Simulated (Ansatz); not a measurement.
The starting structures come from a database of crystals and need not be the phases stable at ambient conditions.

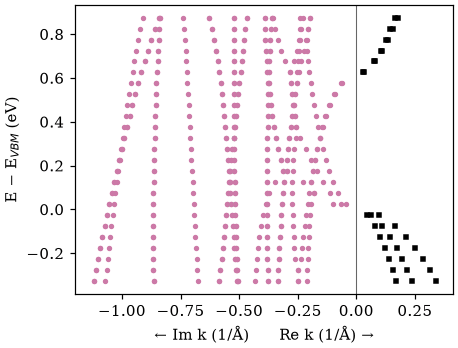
Figure: Complex bands at the centre of the two-dimensional zone; PBEsol (Ansatz, a quantum-chemistry and plane-wave program)

The gap is the functional's own, uncorrected, and κ follows it; spin-orbit coupling is left out. Mid-gap values are interpolated between the computed energies.

Problem. This is Zr3N4 (I-43d, not sure to be the ambient phase, 14 atoms a cell, 11.1 Å³ an atom, -6 GPa at this level) along the normal of (110). Read off the slowest decay at the centre of the two-dimensional zone at 0.33 eV, the computed energy nearest the middle of the gap.

Solution. κ ≈ 0.15 1/Å, a decay length 1/(2κ) of the density of 3.3 Å.
